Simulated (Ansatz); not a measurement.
**CH5BClNO (SMILES NB(Cl)CO) at HSE06/6-31G(d) (spherical functions)**

Aim: the vertical ionisation energy of CH5BClNO at HSE06/6-31G* (spherical functions), from 2 runs. 

The results are computed with Ansatz 0.2.0.

141 further runs of the same task are left out: 141 set aside as unsound or not needed.

## (1) The molecule

CH5BClNO: 10 atoms, total charge 0, spin state singlet. SMILES: `NB(Cl)CO`. The shape is that of a PBE0-D4/def2-TZVP optimisation. This is a higher conformer, about 10 kJ/mol above the lowest found by a separate search.

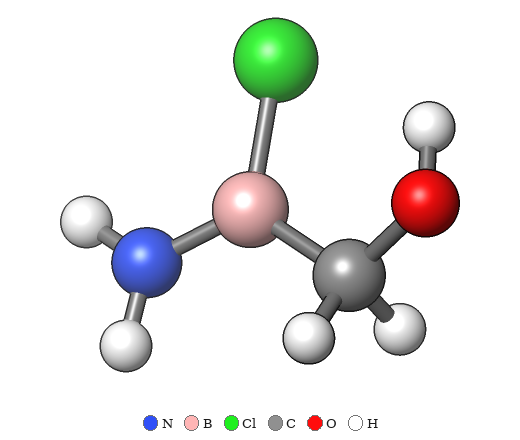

The structure, seen from a chosen angle (nitrogen blue, boron pink, chlorine green, carbon grey, oxygen red, hydrogen white).

## (2) The energy at HSE06/6-31G(d) (spherical functions)

input.yaml

```yaml
crystal:
  periodic: [false, false, false]
  atoms:
    - {symbol: N, position_ang: [-1.481300, 0.770100, 0.263800]}
    - {symbol: B, position_ang: [-0.131200, 0.458300, 0.272600]}
    - {symbol: Cl, position_ang: [0.978400, 1.531400, 1.166200]}
    - {symbol: C, position_ang: [0.484800, -0.764800, -0.509200]}
    - {symbol: O, position_ang: [1.724500, -1.243900, -0.030200]}
    - {symbol: H, position_ang: [-1.860400, 1.585400, 0.713900]}
    - {symbol: H, position_ang: [-2.164100, 0.196600, -0.201200]}
    - {symbol: H, position_ang: [-0.217400, -1.606600, -0.495200]}
    - {symbol: H, position_ang: [0.570000, -0.469000, -1.570200]}
    - {symbol: H, position_ang: [2.179800, -0.508700, 0.392200]}
basis:
  gaussian: {orbitals: 6-31G_st_-spherical.json}
hamiltonian: {xc: hse06}
accuracy: high
output: {orbitals: {seedname: orbitals}}
```

The basis set 6-31G* is read from a file made from the Basis Set Exchange's data (not shown).

Started as:

```console
ansatz run input.yaml --threads 1 --pin off --max-ram 3480MiB --events-out events.jsonl --progress --plain --runs-dir runs
```

Output:

```text
Warning: RAYON_NUM_THREADS=1 ignored (pool sized by the plan → 1); use --threads N
Functional definition: HSE06
  name "HSE06"
  parameter a = 0.25
  parameter omega = 0.11/bohr
  exchange = pbe_x - a*pbe_x_sr(omega) + a*exact_x_sr(omega)
  correlation = pbe_c
1985 factors; integrals over basis functions are off by at most 4.5e-9 eV
103 factors; integrals over basis functions are off by at most 1.0e-9 eV
mean field evaluation 1: about -17837.9864 eV, gradient 5.9e1 eV
mean field evaluation 2: about -17831.7413 eV, gradient 8.0e1 eV
mean field evaluation 4: about -17844.8924 eV, gradient 2.6e0 eV
mean field evaluation 8: about -17845.1723 eV, gradient 3.5e-1 eV
mean field evaluation 16: about -17845.1726 eV, gradient 5.5e-5 eV
mean field -17845.17264365 eV, -655.7979987616 hartree, gradient 5.1e-8 eV, S^2 0.000000; 0 other end points of the search recorded, 0 dependent functions left out
reference -17845.17264619 eV, -655.7979988551 hartree; 24, 24 occupied and 60, 60 virtual orbitals, 1985 factors
Total energy: -17845.17264619 eV, -655.7979988551 hartree
```

Run time: 7.8 s. Hardware: 1 thread of Arm Neoverse V2, shared host; peak memory 0.3 GiB.

## (3) The doublet cation, same level

molecule.yaml

```yaml
crystal:
  periodic: [false, false, false]
  atoms:
    - {symbol: N, position_ang: [-1.481300, 0.770100, 0.263800]}
    - {symbol: B, position_ang: [-0.131200, 0.458300, 0.272600]}
    - {symbol: Cl, position_ang: [0.978400, 1.531400, 1.166200]}
    - {symbol: C, position_ang: [0.484800, -0.764800, -0.509200]}
    - {symbol: O, position_ang: [1.724500, -1.243900, -0.030200]}
    - {symbol: H, position_ang: [-1.860400, 1.585400, 0.713900]}
    - {symbol: H, position_ang: [-2.164100, 0.196600, -0.201200]}
    - {symbol: H, position_ang: [-0.217400, -1.606600, -0.495200]}
    - {symbol: H, position_ang: [0.570000, -0.469000, -1.570200]}
    - {symbol: H, position_ang: [2.179800, -0.508700, 0.392200]}
basis:
  gaussian:
    orbitals: 6-31G_st_-spherical.json
hamiltonian:
  xc: hse06
magnetization:
  spin_polarized: true
  initial_magnetization: 1
total_charge: 1
accuracy: high
output: {orbitals: {seedname: orbitals}}
```

The basis set 6-31G* is read from a file made from the Basis Set Exchange's data (not shown).

Started as:

```console
ansatz run molecule.yaml --threads 1 --pin off --max-ram 3480MiB --events-out events.jsonl --progress --plain --runs-dir runs
```

Output:

```text
Warning: RAYON_NUM_THREADS=1 ignored (pool sized by the plan → 1); use --threads N
Functional definition: HSE06
  name "HSE06"
  parameter a = 0.25
  parameter omega = 0.11/bohr
  exchange = pbe_x - a*pbe_x_sr(omega) + a*exact_x_sr(omega)
  correlation = pbe_c
1983 factors; integrals over basis functions are off by at most 4.5e-9 eV
103 factors; integrals over basis functions are off by at most 1.0e-9 eV
mean field evaluation 1: about -17818.5159 eV, gradient 6.0e1 eV
mean field evaluation 2: about -17766.6003 eV, gradient 1.2e2 eV
mean field evaluation 4: about -17830.6680 eV, gradient 3.2e1 eV
mean field evaluation 8: about -17835.4518 eV, gradient 7.4e-1 eV
mean field evaluation 16: about -17835.4732 eV, gradient 5.8e-3 eV
mean field evaluation 32: about -17835.4732 eV, gradient 1.0e-7 eV
mean field -17835.47318288 eV, -655.4415501530 hartree, gradient 3.0e-8 eV, S^2 0.758013; 4 other end points of the search recorded, 0 dependent functions left out
reference -17835.47318533 eV, -655.4415502428 hartree; 24, 23 occupied and 60, 61 virtual orbitals, 1983 factors
Total energy: -17835.47318533 eV, -655.4415502428 hartree
```

Wall time 18 s (1 thread of Arm Neoverse V2, shared host); peak memory 0.44 GiB.

## (4) Summary of results

At HSE06/6-31G* (spherical functions):

| quantity | value |
| --- | --- |
| singlet CH5BClNO: total energy | -655.79800 Eh |
| singlet CH5BClNO: HOMO energy | -6.79 eV |
| singlet CH5BClNO: LUMO energy | 0.23 eV |
| singlet CH5BClNO: HOMO–LUMO gap | 7.02 eV |
| doublet cation: total energy | -655.44155 Eh |
| doublet cation: HOMO energy (highest over α and β) | -13.24 eV |
| doublet cation: LUMO energy (lowest over α and β) | -12.40 eV |
| doublet cation: ⟨S²⟩ | 0.758 |
| vertical ionisation energy (to the doublet cation) | 9.699 eV |

**Reading.** The vertical ionisation energy comes to 9.70 eV (224 kcal/mol). −ε(HOMO) before ionisation, 6.79 eV, is 2.91 eV below this ionisation energy.
